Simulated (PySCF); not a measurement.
# The bond of LiP, level by level

Aim: find the lowest electronic state of LiP, scan its bond at several levels of theory, and get bond length, wavenumber and dissociation energy from each curve.

Computed with PySCF 2.14.0. Level: Li aug-pcseg-1, P aug-pcseg-1, no relativity.

### 1 Input

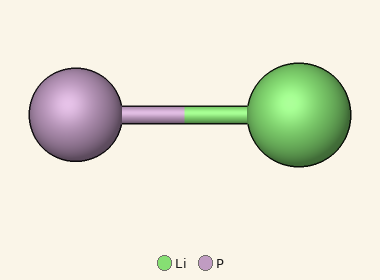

The two atoms at the starting distance (lithium green, phosphorus pink).

A driver script around PySCF takes these settings:

- atoms: Li, P
- charge: 0
- basis: Li aug-pcseg-1, P aug-pcseg-1
- Hamiltonian: no relativity
- basis functions: 40
- electrons treated: 18
- masses in u: 7.0160, 30.9738
- levels: PBE0, PBE, r²SCAN, BLYP, M06-2X, PW91, ωB97X, HF, MP2, SCS-MP2, CCSD, CCSD(T)
- grid: 80 radial by 434 angular points
- occupations: held fixed by the projection of orbital angular momentum
- dissociation limit: Li + P, each in its ground configuration
- starting distance in angstrom: 2.350
- values of 2S to try: 0, 2, 4

The run is started by

```bash
$ OMP_NUM_THREADS=1 python dia.py task.json out
```

The runs that follow: First curve: PBE0; Excited determinants; PBE (GGA); r²SCAN; BLYP (GGA); M06-2X; PW91; ωB97X (range-separated hybrid); UHF; Adding correlation.

Before running it: what results should come out? Wanted: for each run, Re; ωe; De; μ.

The runs gave:

Lowest PBE0 solution found, without spin–orbit coupling: ³Σ⁻ (triplet), unpaired electrons π ↑↑. State 2 has its PBE0 minimum 0.33 eV higher, as a spin-mixed determinant (⟨S²⟩ = 1.01), so this is no gap between pure states. State 3 has its PBE0 minimum 0.69 eV higher. State 4 has its PBE0 minimum 1.02 eV higher, as a spin-mixed determinant (⟨S²⟩ = 1.01), so this is no gap between pure states. The other levels ran on the lowest alone.

```tsv
level	Re (Å)	ωe (cm⁻¹)	De (eV)	μ (D)
UHF	2.362	482	0.72	-7.49
UHF-MP2	2.368	460	1.25	n/a
UHF-SCS-MP2	2.369	457	1.27	n/a
UHF-CCSD	2.374	452	1.29	n/a
UHF-CCSD(T)	2.379	447	1.34	n/a
PBE	2.349	471	1.84	-6.52
PW91	2.348	470	1.88	-6.50
BLYP	2.354	464	1.88	-6.37
r²SCAN	2.352	475	1.81	-7.00
PBE0	2.336	486	1.77	-6.87
M06-2X	2.329	491	1.94	-6.84
ωB97X	2.335	492	1.91	-7.30
```

De is counted to Li + P in their ground configurations. A positive dipole means Li(−)P(+).

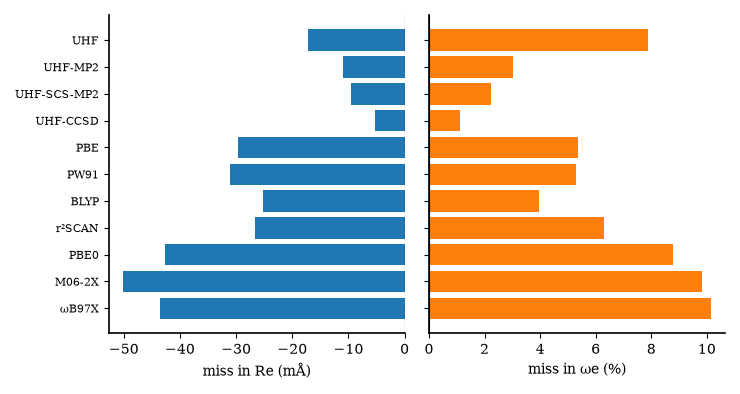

Differences in bond length and wavenumber from CCSD(T) in the same basis.

What this shows: Judged by CCSD(T) in the same basis: best bond length UHF-CCSD (-5 mÅ), worst M06-2X (-50 mÅ); best wavenumber UHF-CCSD (+1.1 %), worst ωB97X (+10.1 %). Hartree–Fock makes the bond too short and too stiff against this reference, as it mostly does. CCSD(T) in a basis this small is itself some way from its limit, more so than the functionals. Among the levels with a De in the table, it runs from 0.72 eV (UHF) to 1.94 eV (M06-2X).

Correlated steps freeze 5 core orbitals.
